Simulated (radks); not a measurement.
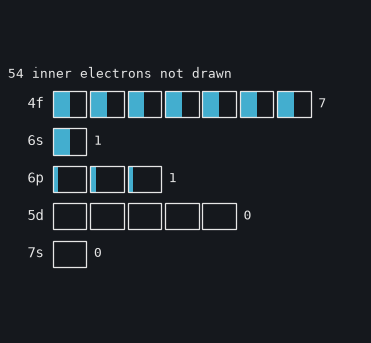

**Figure 1.** The outer shells as the input fills them: a box for each of the 2l + 1 orbitals, shaded by the share of the shell that is filled, with the electron count at the right.

**Gd⁺: atomic calculation**

- system: the gadolinium ion Gd⁺ in the configuration [Xe] 4f7 6s1 6p1 (4f5/2: 6, 4f7/2: 1, 6p1/2: 1).
- method: Dirac Kohn-Sham, PW91, spin-unpolarised, spherical densities, point nucleus (the in-house radial solver radks)

**The input**
```
Z 64
configuration [Xe] 4f7 6s1 6p1 5d0 7s0
relativity Dirac
functional pw91,pw91
spin unpolarised
j_filling energy
nucleus point
c 137.035999084
```

Energies in input and log are in hartree, lengths in bohr.

Hardware: 1 CPU thread, shared host.

**Output**
```
1s1/2   1   2.0000       -1839.89722462
2s1/2   1   2.0000        -303.92421469
2p1/2   1   2.0000        -288.60313675
2p3/2   1   4.0000        -263.02154035
3s1/2   1   2.0000         -67.63834745
3p1/2   1   2.0000         -61.00116915
3p3/2   1   4.0000         -55.75402161
3d3/2   1   4.0000         -44.29558126
3d5/2   1   6.0000         -43.15245001
4s1/2   1   2.0000         -13.90189586
4p1/2   1   2.0000         -11.31872624
4p3/2   1   4.0000         -10.15083160
4d3/2   1   4.0000          -5.89642508
4d5/2   1   6.0000          -5.68540699
4f5/2   1   6.0000          -0.68775028
4f7/2   1   1.0000          -0.65995314
5s1/2   1   2.0000          -2.18280069
5p1/2   1   2.0000          -1.46728856
5p3/2   1   4.0000          -1.30382215
6s1/2   1   1.0000          -0.39726341
6p1/2   1   1.0000          -0.26592826
6p3/2   1   0.0000          -0.24876238
5d3/2   1   0.0000          -0.40292883
5d5/2   1   0.0000          -0.38960347
7s1/2   1   0.0000          -0.12616359
Etot -11281.136133800619
Ekin 12303.917145922669
Encl -27692.017726476435
Eh 4357.818211496959
Exc -250.85376474381195
err 7.589653778433645e-09
it 14
```

**Orbitals**

```
orbital  occupation  energy (eV)  ⟨r⟩ (bohr)  outer maximum (bohr)
     1s           2     −50066.2     0.02190                0.0139
     2s           2      −8270.2     0.09274                0.0792
  2p1/2           2      −7853.3     0.07745                0.0598
  2p3/2           4      −7157.2     0.08429                0.0656
     3s           2      −1840.5      0.2440                 0.224
  3p1/2           2      −1659.9      0.2336                 0.212
  3p3/2           4      −1517.1      0.2467                 0.224
  3d3/2           4      −1205.3      0.2187                 0.178
  3d5/2           6      −1174.2      0.2228                 0.181
     4s           2     −378.290      0.5529                 0.516
  4p1/2           2     −307.998      0.5648                 0.520
  4p3/2           4     −276.218      0.5944                 0.546
  4d3/2           4     −160.450      0.6303                 0.554
  4d5/2           6     −154.708      0.6407                 0.563
     5s           2      −59.397       1.328                  1.20
  5p1/2           2      −39.927       1.482                  1.30
  5p3/2           4      −35.479       1.572                  1.37
  4f5/2           6      −18.715      0.8539                 0.565
  4f7/2           1      −17.958      0.8657                 0.570
  5d3/2           0      −10.964       2.366                  1.84
     6s           1      −10.810       3.517                  3.14
  5d5/2           0      −10.602       2.421                  1.88
  6p1/2           1       −7.236       4.254                  3.77
  6p3/2           0       −6.769       4.464                  3.96
     7s           0       −3.433       7.604                  7.46
```

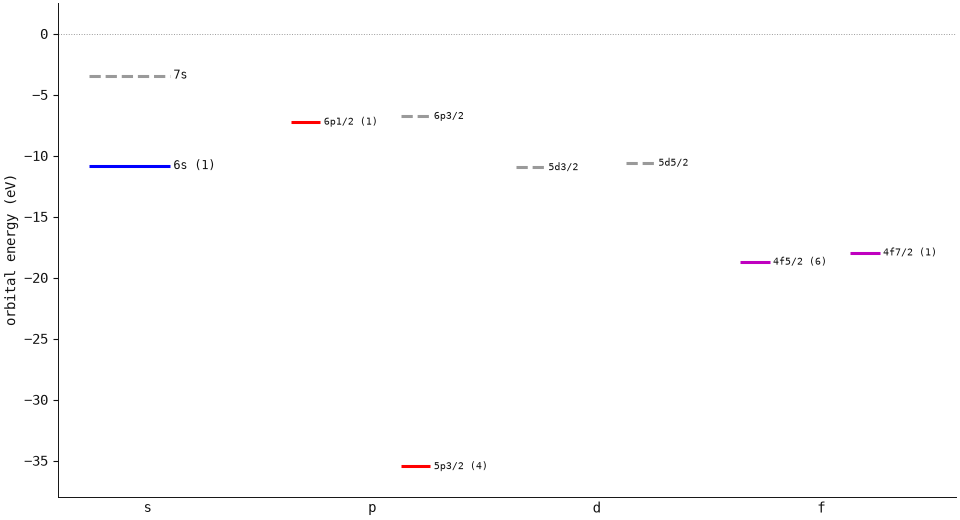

**Figure 2.** The outer levels are drawn by angular momentum (occupations in brackets, the lower j at the left of each column, empty levels dashed). The highest occupied level is 6p1/2 at −7.24 eV. The highest 4 occupied levels, from the top down, are 6p1/2 (−7.24 eV), 6s (−10.8 eV), 4f7/2 (−18.0 eV), 4f5/2 (−18.7 eV). The lowest empty level drawn is 5d3/2 at −11.0 eV, below the highest occupied one, so this filling isn't the aufbau one. Spin-orbit splittings: 6p 0.467 eV, 5d 0.363 eV, 4f 0.756 eV. The order isn't aufbau: the empty 5d3/2 and 5d5/2 levels lie under the highest occupied one.

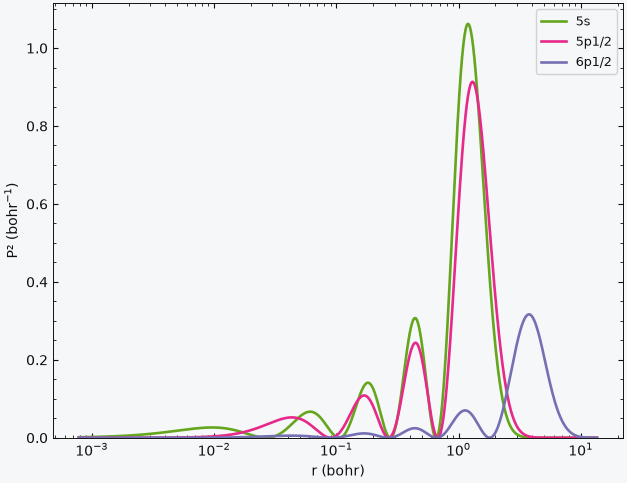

**Figure 3.** The radial probability densities P² (large components) of 5p1/2, 6p1/2 and 5s. 5s: outer maximum at 1.20 bohr, ⟨r⟩ = 1.33 bohr, 4 nodes, eigenvalue −59.4 eV; 5p1/2: outer maximum at 1.30 bohr, ⟨r⟩ = 1.48 bohr, 3 nodes, eigenvalue −39.9 eV; 6p1/2: outer maximum at 3.77 bohr, ⟨r⟩ = 4.25 bohr, 4 nodes, eigenvalue −7.24 eV.

**Summary**

- outcome: converged
- total energy: −11281.1361 hartree
- kinetic energy: 12303.9171 hartree
- electron–nucleus energy: −27692.0177 hartree
- Hartree energy: 4357.8182 hartree
- exchange–correlation energy: −250.853765 hartree
- radius at density 0.001 e/bohr³: 5.05 bohr
- SCF iterations: 14
